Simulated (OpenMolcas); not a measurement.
## Run report: Ni²⁺ complex, multiconfigurational calculation

Ni²⁺ with 8 ligands (F; cube, 2.366 Å), embedded in CaF2 by model potentials and point charges, whose field is part of the energies. Computed at this level: state-averaged SS-CASPT2, IPEA shift 0.5, imaginary shift 0.1 hartree, closed shells 3s 3p of the metal and the valence shells of the ligands correlated, active space 8 electrons in the shell 3d, basis ANO-RCC-VTZP on the metal and ANO-RCC-VDZP on the ligands, DKH2 scalar Hamiltonian, spin-orbit coupling by RASSI with atomic mean-field integrals (OpenMolcas).

The program's output (extracts):
```
--- CASPT2 ---
Orbital specifications:
      -----------------------

      Symmetry species                           1   2
                                                ag  au
      Frozen orbitals                            6   7
      Inactive orbitals                         17  19
      Active orbitals                            5   0
      Secondary orbitals                        58  59
      Deleted orbitals                           0   0
      Number of basis functions                 86  85
Type of calculation                        SS-CASPT2
      Fock operator                              state-specific
      IPEA shift                                 0.50
      Real shift                                 0.00
      Imaginary shift                            0.10
      The input orbitals will be transformed to quasi-canonical
Reference energy:       -2317.1654926525
      E2 (Non-variational):      -2.2624686197
      Shift correction:          -0.0011386074
      E2 (Variational):          -2.2636072271
      Total energy:           -2319.4290998796
      Residual norm:              0.0000006657
      Reference weight:           0.69099
      Contributions to the CASPT2 correlation energy
      Active & Virtual Only:         -0.2679877203
      One Inactive Excited:          -0.3041499220
      Two Inactive Excited:          -1.6903309774
Reference energy:       -2317.1654926525
      E2 (Non-variational):      -2.2623456306
      Shift correction:          -0.0011382337
      E2 (Variational):          -2.2634838643
      Total energy:           -2319.4289765168
      Residual norm:              0.0000006231
      Reference weight:           0.69102
      Contributions to the CASPT2 correlation energy
      Active & Virtual Only:         -0.2679704388
      One Inactive Excited:          -0.3040674888
      Two Inactive Excited:          -1.6903077029
::    CASPT2 Root  1     Total energy:  -2319.42909988
::    CASPT2 Root  2     Total energy:  -2319.42897652
::    CASPT2 Root  3     Total energy:  -2319.42994519
::    CASPT2 Root  4     Total energy:  -2319.41930724
::    CASPT2 Root  5     Total energy:  -2319.42101137
::    CASPT2 Root  6     Total energy:  -2319.42056695
::    CASPT2 Root  7     Total energy:  -2319.40569251
::    CASPT2 Root  8     Total energy:  -2319.35177681
::    CASPT2 Root  9     Total energy:  -2319.35176595
::    CASPT2 Root 10     Total energy:  -2319.35149006
--- CASPT2 ---
Orbital specifications:
      -----------------------

      Symmetry species                           1   2
                                                ag  au
      Frozen orbitals                            6   7
      Inactive orbitals                         17  19
      Active orbitals                            5   0
      Secondary orbitals                        58  59
      Deleted orbitals                           0   0
      Number of basis functions                 86  85
Type of calculation                        SS-CASPT2
      Fock operator                              state-specific
      IPEA shift                                 0.50
      Real shift                                 0.00
      Imaginary shift                            0.10
      The input orbitals will be transformed to quasi-canonical
Reference energy:       -2317.0886441071
      E2 (Non-variational):      -2.2818530266
      Shift correction:          -0.0011896262
      E2 (Variational):          -2.2830426528
      Total energy:           -2319.3716867599
      Residual norm:              0.0000004468
      Reference weight:           0.68850
      Contributions to the CASPT2 correlation energy
      Active & Virtual Only:         -0.2759704452
      One Inactive Excited:          -0.3083564011
      Two Inactive Excited:          -1.6975261802
Reference energy:       -2317.0886441070
      E2 (Non-variational):      -2.2820591569
      Shift correction:          -0.0011952909
      E2 (Variational):          -2.2832544477
      Total energy:           -2319.3718985548
      Residual norm:              0.0000004401
      Reference weight:           0.68840
      Contributions to the CASPT2 correlation energy
      Active & Virtual Only:         -0.2761501060
      One Inactive Excited:          -0.3082987520
      Two Inactive Excited:          -1.6976102989
::    CASPT2 Root  1     Total energy:  -2319.37168676
::    CASPT2 Root  2     Total energy:  -2319.37189855
::    CASPT2 Root  3     Total energy:  -2319.37166229
::    CASPT2 Root  4     Total energy:  -2319.36688590
::    CASPT2 Root  5     Total energy:  -2319.36677645
::    CASPT2 Root  6     Total energy:  -2319.33058321
::    CASPT2 Root  7     Total energy:  -2319.33058399
::    CASPT2 Root  8     Total energy:  -2319.33045972
::    CASPT2 Root  9     Total energy:  -2319.32159709
::    CASPT2 Root 10     Total energy:  -2319.32355276
::    CASPT2 Root 11     Total energy:  -2319.32334103
::    CASPT2 Root 12     Total energy:  -2319.32157183
::    CASPT2 Root 13     Total energy:  -2319.32164488
::    CASPT2 Root 14     Total energy:  -2319.32254626
::    CASPT2 Root 15     Total energy:  -2319.19339683
```

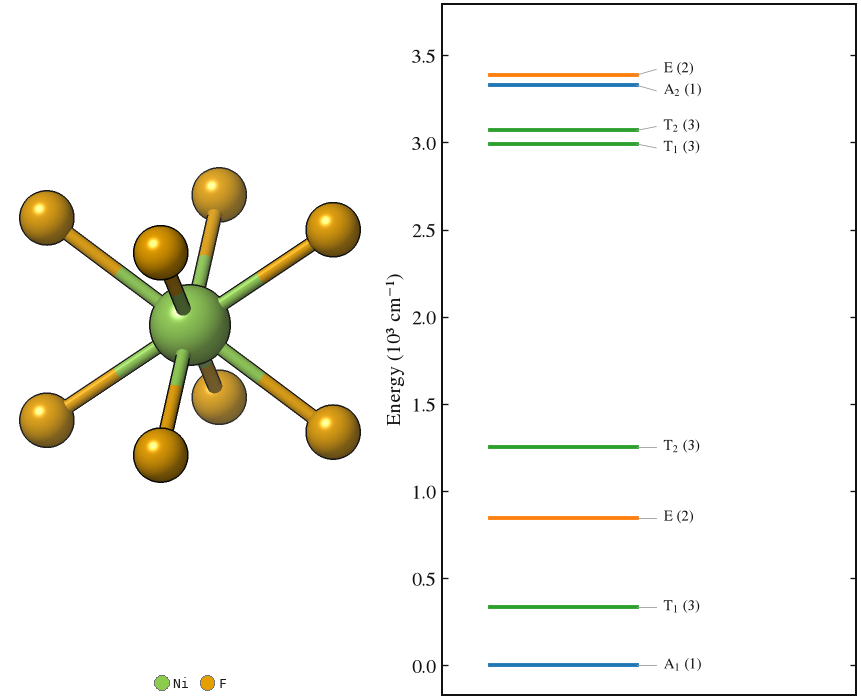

Fig. 1: Ni²⁺ (3d⁸) as a dopant in CaF₂, a cluster with its 8 nearest F⁻ at 2.366 Å (cube) embedded in model potentials and point charges; the geometry was set, not optimised, and its levels. Labels give the representation in O, Td, D4 or D3 as the site allows (double group for half-integer spin) where it could be assigned and, in brackets, the degeneracy; spin-free states, where drawn, share the zero of the spin-orbit levels. The ground level is A₁, non-degenerate, 100 % from states of spin multiplicity 3. The next level lies at 334 cm⁻¹ (T₁).

Input file:
```
&GATEWAY
Basis set
Ni.ANO-RCC-VTZP.
Ni1 0.0 0.0 0.0 Angstrom
End of basis
Basis set
F.ANO-RCC-VDZP.
L1 1.366011 1.366011 1.366011 Angstrom
L2 1.366011 1.366011 -1.366011 Angstrom
L3 1.366011 -1.366011 1.366011 Angstrom
L4 1.366011 -1.366011 -1.366011 Angstrom
End of basis
Basis set
Ca.EMB-AIMP.Pascual.0s.0s.ECP.CaF2.
PseudoCharge
* 21 symmetry-unique lattice sites within 7.6 angstrom
End of basis
Basis set
F.EMB-AIMP.Pascual.0s.0s.ECP.CaF2.
PseudoCharge
* 40 symmetry-unique lattice sites within 7.6 angstrom
End of basis
Symmetry
XYZ
AngMom=0.0 0.0 0.0
AMFI
RICD
XField
1348 Angstrom 0
* Evjen-weighted lattice charges
&SEWARD
&RASSCF
FileOrb=start.orb
Symmetry=1
Spin=3
nActEl=8 0 0
Inactive=23 26
Ras2=5 0
CIRoot=10 10 1
SDav=10
CIMx=300
Iter=150 100
PrWF=0.3
OrbListing=Nothing
MaxOrb=0
LevShft=1.0
>>> COPY $Project.JobIph JOB001
&RASSCF
FileOrb=start.orb
Symmetry=1
Spin=1
nActEl=8 0 0
Inactive=23 26
Ras2=5 0
CIRoot=15 15 1
SDav=15
CIMx=300
Iter=150 100
PrWF=0.3
OrbListing=Nothing
MaxOrb=0
LevShft=1.0
>>> COPY $Project.JobIph JOB002
&RASSI
NrOfJobIphs=2 10 15
1 2 3 4 5 6 7 8 9 10
1 2 3 4 5 6 7 8 9 10 11 12 13 14 15
IphNames
JOB001
JOB002
EJob
SpinOrbit
DIPRint=1.0
SOCoupling=1000.0
Subsets=2
Property=9
'ANGMOM' 1 'ANGMOM' 2 'ANGMOM' 3 'MLTPL  1' 1 'MLTPL  1' 2 'MLTPL  1' 3
'AMFI' 1 'AMFI' 2 'AMFI' 3
SOProperty=3
'ANGMOM' 1 'ANGMOM' 2 'ANGMOM' 3
>>> COPY JOB001 $Project.JobIph
&CASPT2
Multistate=10 1 2 3 4 5 6 7 8 9 10
NoMult
Frozen=6 7
IPEA=0.5
Imaginary=0.1
MaxIter=60
WThr=0.0 0.3 0.05
PrWF=0.5
NoMix
>>> COPY JOB002 $Project.JobIph
&CASPT2
Multistate=15 1 2 3 4 5 6 7 8 9 10 11 12 13 14 15
NoMult
Frozen=6 7
IPEA=0.5
Imaginary=0.1
MaxIter=60
WThr=0.0 0.3 0.05
PrWF=0.5
NoMix
```

The file start.orb holds starting orbitals from an earlier step. A driver script formed the levels outside the program, from RASSI's spin-orbit matrix and the CASPT2 energies (for multi-state variants, the effective Hamiltonian), averaged over the components of each term or state. The log and the time are those of the CASPT2 step.

Command:
```bash
OMP_NUM_THREADS=1 MOLCAS_MEM=2457 MOLCAS_PROJECT=a pymolcas a.inp > a.log  # once for each step of the input, in one work folder
```

Summary:

```
                                 quantity                                                                 value
                                  outcome              converged; degenerate states are split by up to 429 cm⁻¹
      energy of the lowest spin-free term                                                   −2319.42934 hartree
    energy of the lowest spin-orbit level                                                   −2319.43394 hartree
                CASPT2 correlation energy                                                       −2.2638 hartree
largest spread among components of a term                                                            429.2 cm⁻¹
                  lowest reference weight                                                                 0.681
                                 hardware  1 thread of Arm Neoverse V1, 24 GiB of memory available, shared host
                                wall time                                                               3.2 min
                              peak memory                                                               0.2 GiB
```

Remarks:

The components of ¹T1, which symmetry makes degenerate, are split by 429 cm⁻¹ in CASPT2, and those of 4 more by over 50 cm⁻¹. This is an artefact; the levels of such states rest on averages and are uncertain by about as much. Limits: with a single d shell and no ligand orbitals active, the ligand field and the g values of a late 3d ion can be well off; the geometry is set by hand, with no relaxation.
